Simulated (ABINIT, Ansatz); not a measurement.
## A GW chain in ABINIT: AlTlO2 (Fd-3m)

Wanted: ground state, empty states, screening and self-energy for AlTlO2 (Fd-3m).

Method: LDA and many-body steps on it, plane waves, in ABINIT 10.8.3.

## 1. The structure

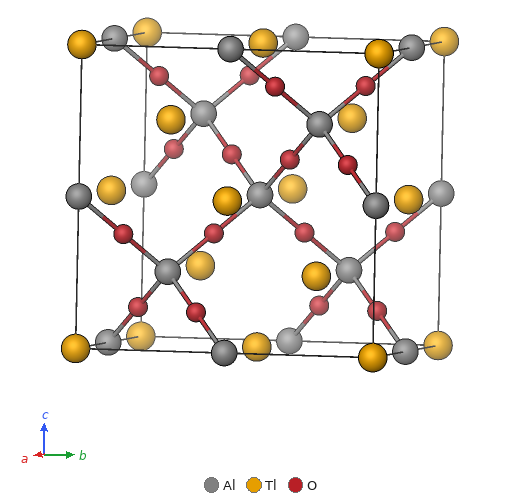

The cell as given, slightly off an axis (aluminium grey, thallium orange, oxygen red). This picture shows the conventional cell, with its axes. Some periodic images of atoms are drawn too.

The cell and positions are those that the Materials Project relaxed with its own functionals (PBE, PBE+U or r2SCAN), kept fixed. Spin-orbit coupling is left out unless a step names it.

## 2. Ground state

This step: ABINIT 10.8.3; DFT, LDA, plane waves, norm-conserving pseudopotentials.

The ground-state density comes first.

Contents of run.abi:

```
acell 3*1.0 Angstrom
rprim 
  0.000000000000 4.042720000000 4.042720000000
  4.042720000000 0.000000000000 4.042720000000
  4.042720000000 4.042720000000 -0.000000000000
ntypat 3
znucl 13 81 8
natom 8
typat 1 1 2 2 3 3 3 3
xred 
  0.250000000000 0.250000000000 0.250000000000
  0.000000000000 -0.000000000000 0.000000000000
  0.750000000000 0.750000000000 0.750000000000
  0.500000000000 0.500000000000 0.500000000000
  0.125000000000 0.125000000000 0.125000000000
  0.625000000000 0.125000000000 0.125000000000
  0.125000000000 0.625000000000 0.125000000000
  0.125000000000 0.125000000000 0.625000000000
pp_dirpath "pseudos"
pseudos "Al.upf, Tl.upf, O.upf"
ecut 42
ngkpt 4 4 4
nshiftk 1
shiftk 0 0 0
kptopt 1
chksymbreak 0
nband 44
occopt 1
tolvrs 1e-10
nstep 60
prtwf 0
optforces 0
optstress 0
indata_prefix "in"
outdata_prefix "out"
tmpdata_prefix "tmp"
```

Launch:

```
$ OMP_NUM_THREADS=1 mpirun -n 4 abinit run.abi > log
```

Numbers of over 12 decimals in the logs are rounded to 6 here.

The program printed:

```text
.Version 10.8.3 of ABINIT. v10.8.2 released Aug 2026.

 Symmetries : space group Fd -3 m (#227); Bravais cF (face-center cubic)
================================================================================
 Values of the parameters that define the memory need of the present run
     intxc =       0    ionmov =       0      iscf =       7    lmnmax =       6
     lnmax =       6     mgfft =      64  mpssoang =       3    mqgrid =    3001
     natom =       8  nloc_mem =       1    nspden =       1   nspinor =       1
    nsppol =       1      nsym =      48    n1xccc =    2501    ntypat =       3
    occopt =       1   xclevel =       1
-    mband =          44        mffmem =           1         mkmem =           2
       mpw =       11602          nfft =      262144          nkpt =           8
================================================================================
  Rough estimation (10% accuracy) of disk space for files :
================================================================================

--------------------------------------------------------------------------------
------------- Echo of variables that govern the present computation ------------
--------------------------------------------------------------------------------
 -outvars: echo values of preprocessed input variables --------
            acell      1.8897261259E+00  1.8897261259E+00  1.8897261259E+00 Bohr

      chksymbreak           0
             ecut      4.20000000E+01 Hartree
-          fftalg         312

              ixc       -1012
              kpt      0.00000000E+00  0.00000000E+00  0.00000000E+00
                       2.50000000E-01  0.00000000E+00  0.00000000E+00
                       5.00000000E-01  0.00000000E+00  0.00000000E+00
                       2.50000000E-01  2.50000000E-01  0.00000000E+00
                       5.00000000E-01  2.50000000E-01  0.00000000E+00
                      -2.50000000E-01  2.50000000E-01  0.00000000E+00
                       5.00000000E-01  5.00000000E-01  0.00000000E+00
                      -2.50000000E-01  5.00000000E-01  2.50000000E-01
         kptrlatt        4    0    0      0    4    0      0    0    4
          kptrlen      4.32162938E+01
P           mkmem           2
            natom           8
            nband          44
            ngfft          64      64      64
             nkpt           8
            nstep          60
             nsym          48
           ntypat           3
              occ      2.000000  2.000000  2.000000  2.000000  2.000000  2.000000
                       2.000000  2.000000  2.000000  2.000000  2.000000  2.000000
                       2.000000  2.000000  2.000000  2.000000  2.000000  2.000000
                       2.000000  2.000000  2.000000  2.000000  2.000000  2.000000
                       2.000000  2.000000  2.000000  2.000000  2.000000  2.000000
                       2.000000  2.000000  2.000000  2.000000  2.000000  2.000000
                       0.000000  0.000000  0.000000  0.000000  0.000000  0.000000
                       0.000000  0.000000
        optforces           0
        optstress           0
            prtwf           0
            rprim      0.0000000000E+00  4.0427200000E+00  4.0427200000E+00
                       4.0427200000E+00  0.0000000000E+00  4.0427200000E+00
                       4.0427200000E+00  4.0427200000E+00 -0.0000000000E+00
          spgroup         227

           tolvrs      1.00000000E-10

             xred      2.5000000000E-01  2.5000000000E-01  2.5000000000E-01
                       0.0000000000E+00  0.0000000000E+00  0.0000000000E+00
[...]
znucl       13.00000   81.00000    8.00000

================================================================================

 chkinp: Checking input parameters for consistency.

================================================================================
== DATASET  1 ==================================================================
-   mpi_nproc: 4, omp_nthreads: 1 (-1 if OMP is not activated)

--- !DatasetInfo
iteration_state: {dtset: 1, }
dimensions: {natom: 8, nkpt: 8, mband: 44, nsppol: 1, nspinor: 1, nspden: 1, mpw: 11602, }
cutoff_energies: {ecut:  42.0, pawecutdg:  -1.0, }
electrons: {nelect:   7.20000000E+01, charge:   0.00000000E+00, occopt:   1.00000000E+00, tsmear:   1.00000000E-02, }

 Real(R)+Recip(G) space primitive vectors, cartesian coordinates (Bohr,Bohr^-1):
 R(1)=  0.0000000  7.6396336  7.6396336  G(1)= -0.0654482  0.0654482  0.0654482
 R(2)=  7.6396336  0.0000000  7.6396336  G(2)=  0.0654482 -0.0654482  0.0654482
 R(3)=  7.6396336  7.6396336  0.0000000  G(3)=  0.0654482  0.0654482 -0.0654482
 Unit cell volume ucvol=  8.9175918E+02 bohr^3
 Angles (23,13,12)=  6.00000000E+01  6.00000000E+01  6.00000000E+01 degrees

 getcut: wavevector=  0.0000  0.0000  0.0000  ngfft=  64  64  64
         ecut(hartree)=     42.000   => boxcut(ratio)=   2.03050

--- Pseudopotential description ------------------------------------------------
- Al Generated using ONCVPSP code by D. R. Hamann
- 13.00000   3.00000  180309                  znucl, zion, pspdat
12 -1012 2 -1 1854                            pspcod,pspxc,lmax,lloc,mmax
     nproj     2     2     2
  pspatm : epsatm=    0.57439143
         --- l  ekb(1:nproj) -->
[...]
pspatm: atomic psp has been read  and splines computed

- O Generated using ONCVPSP code by D. R. Hamann
-  8.00000   6.00000  201201                  znucl, zion, pspdat
12 -1012 2 -1 926                             pspcod,pspxc,lmax,lloc,mmax
     nproj     2     2     1
  pspatm : epsatm=    6.24525921
         --- l  ekb(1:nproj) -->
[...]
2   -1.033686
 pspatm: atomic psp has been read  and splines computed

   5.62172717E+03                                ecore*ucvol(ha*bohr**3)
--------------------------------------------------------------------------------

_setup2: Arith. and geom. avg. npw (full set) are   11588.453   11588.444

================================================================================

--- !BeginCycle
iteration_state: {dtset: 1, }
solver: {iscf: 7, nstep: 60, nline: 4, wfoptalg: 0, }
tolerances: {tolvrs: 1.00E-10, }

     iter   Etot(hartree)      deltaE(h)  residm     vres2
 ETOT  1  -452.96427283108    -4.530E+02 1.766E-01 6.937E+03
 ETOT  2  -453.44473822679    -4.805E-01 2.160E-02 3.409E+03
 ETOT  3  -454.20584534504    -7.611E-01 9.021E-03 8.159E+02
 ETOT  4  -454.25977351699    -5.393E-02 3.043E-03 1.714E+02
 ETOT  5  -454.27788922675    -1.812E-02 5.895E-04 6.071E+00
 ETOT  6  -454.27902670973    -1.137E-03 2.537E-04 3.719E-01
 ETOT  7  -454.27905673152    -3.002E-05 4.644E-05 2.178E-03
 ETOT  8  -454.27905703725    -3.057E-07 2.251E-05 2.882E-05
 ETOT  9  -454.27905703814    -8.877E-10 4.886E-06 7.077E-06
 ETOT 10  -454.27905703849    -3.478E-10 3.517E-06 1.231E-08
 ETOT 11  -454.27905703843     6.082E-11 7.122E-07 2.199E-10
 ETOT 12  -454.27905703843     6.821E-13 1.145E-06 2.439E-13

 At SCF step   12       vres2   =  2.44E-13 < tolvrs=  1.00E-10 =>converged.

--- !ResultsGS
iteration_state: {dtset: 1, }
comment   : Summary of ground state results
lattice_vectors:
- [  0.0000000,   7.6396336,   7.6396336, ]
- [  7.6396336,   0.0000000,   7.6396336, ]
- [  7.6396336,   7.6396336,  -0.0000000, ]
lattice_lengths: [  10.80407,   10.80407,   10.80407, ]
lattice_angles: [ 60.000,  60.000,  60.000, ] # degrees, (23, 13, 12)
lattice_volume:   8.9175918E+02
convergence: {deltae:  6.821E-13, res2:  2.439E-13, residm:  1.145E-06, diffor:  0.000E+00, }
etotal    :  -4.54279057E+02
entropy   :   0.00000000E+00
fermie    :   1.49680718E-01
cartesian_stress_tensor: null
pressure_GPa: null
xred      :
- [  2.5000E-01,   2.5000E-01,   2.5000E-01, Al]
- [  0.0000E+00,   0.0000E+00,   0.0000E+00, Al]
- [  7.5000E-01,   7.5000E-01,   7.5000E-01, Tl]
- [  5.0000E-01,   5.0000E-01,   5.0000E-01, Tl]
- [  1.2500E-01,   1.2500E-01,   1.2500E-01,  O]
- [  6.2500E-01,   1.2500E-01,   1.2500E-01,  O]
- [  1.2500E-01,   6.2500E-01,   1.2500E-01,  O]
- [  1.2500E-01,   1.2500E-01,   6.2500E-01,  O]
cartesian_forces: null
force_length_stats: {min: null, max: null, mean: null, }

 Integrated electronic density in atomic spheres:
 ------------------------------------------------
 Atom  Sphere_radius  Integrated_density
[...]
================================================================================

 ----iterations are completed or convergence reached----

 Mean square residual over all n,k,spin=   57.136E-10; max=  11.450E-07
 reduced coordinates (array xred) for    8 atoms
[...]
0.500000000000      0.500000000000      0.500000000000
       0.125000000000      0.125000000000      0.125000000000
       0.625000000000      0.125000000000      0.125000000000
       0.125000000000      0.625000000000      0.125000000000
       0.125000000000      0.125000000000      0.625000000000
 rms dE/dt=  0.0000E+00; max dE/dt=  0.0000E+00; dE/dt below (all hartree)
    1       0.000000000000      0.000000000000      0.000000000000
    2       0.000000000000      0.000000000000      0.000000000000
    3       0.000000000000      0.000000000000      0.000000000000
    4       0.000000000000      0.000000000000      0.000000000000
    5       0.000000000000      0.000000000000      0.000000000000
    6       0.000000000000      0.000000000000      0.000000000000
    7       0.000000000000      0.000000000000      0.000000000000
    8       0.000000000000      0.000000000000      0.000000000000

 cartesian coordinates (angstrom) at end:
    1      2.021360     2.021360     2.021360
    2      0.000000     0.000000     0.000000
    3      6.064080     6.064080     6.064080
    4      4.042720     4.042720     4.042720
    5      1.010680     1.010680     1.010680
    6      1.010680     3.032040     3.032040
    7      3.032040     1.010680     3.032040
    8      3.032040     3.032040     1.010680
 length scales=  1.889726125908  1.889726125908  1.889726125908 bohr
              =  1.000000000000  1.000000000000  1.000000000000 angstroms
 prteigrs : about to open file out_EIG
 Fermi (or HOMO) energy (hartree) =   0.14968   Average Vxc (hartree)=  -0.38038
 Eigenvalues (hartree) for nkpt=   8  k points:
 kpt#   1, nband= 44, wtk=  0.01563, kpt=  0.0000  0.0000  0.0000 (reduced coord)
  -4.47622   -4.47622   -2.45357   -2.45357   -2.45357   -2.45350   -2.45350   -2.45350
  -0.47271   -0.42936   -0.42936   -0.42936   -0.23012   -0.23012   -0.23012   -0.22892
  -0.22892   -0.22255   -0.22255   -0.22255   -0.22088   -0.22088   -0.08375   -0.06192
   0.01228    0.01228    0.01228    0.06689    0.08009    0.08009    0.09585    0.09585
   0.09585    0.14932    0.14932    0.14932    0.24144    0.24144    0.24144    0.38077
   0.38077    0.38077    0.42978    0.46226
 prteigrs : prtvol=0 or 1, do not print more k-points.

--- !EnergyTerms
iteration_state     : {dtset: 1, }
comment             : Components of total free energy in Hartree
kinetic             :  1.53480213967260E+02
hartree             :  1.27805860462564E+02
xc                  : -8.83821682277053E+01
Ewald energy        : -2.55022051878975E+02
psp_core            :  6.30408670947360E+00
local_psp           : -4.15180492400331E+02
non_local_psp       :  1.67154943292879E+01
total_energy        : -4.54279057038426E+02
total_energy_eV     : -1.23615628845326E+04
band_energy         : -5.37910532593532E+01

== END DATASET(S) ==============================================================
================================================================================

 -outvars: echo values of variables after computation  --------
           etotal     -4.5427905704E+02
            nband          44
             nkpt           8
          spgroup         227
 [... the other variables as echoed above ...]

 Calculation completed.
```

Elapsed: 42 s, on 4 MPI ranks of Intel Xeon 6975P-C (Granite Rapids), shared host; peak memory 0.6 GiB.

Numbers from this step:

```yaml
total_energy: -12361.5629 eV
gap: 2.269 eV
k_of_the_valence_top: 0.5, 0, 0
k_of_the_conduction_bottom: -0.25, 0.25, 0
least_direct_gap: 2.442 eV
```

The gap is indirect, with the least direct gap 0.17 eV higher.

[end of part 1 of 3]

[Paths, hosts, dates, memory and timing lines, banners, echoed tables and standing remarks are left out of the program output.]

[Logs are printed without paths, hosts, clocks, repeated set-up lines and the standing remarks that a program may print on its own settings, such as how far it seeks lower states.]

[Runs of the session that timed out or met a known fault of the program may be left out.]

[Hosts, paths, dates, database ids (printed as entryN), source tags and the programs' standing remarks are cut or masked in the printed files.]

[G0W0 gaps are taken among the corrected bands and points alone; a level outside them can change the order at an edge.]

[Where Ansatz stands beside ABINIT at settings called matched, ABINIT's density can come from a denser mesh and the files from another edition; pairs whose starting gaps differed by over 0.03 eV were left out, so agreement reads better than it is.]
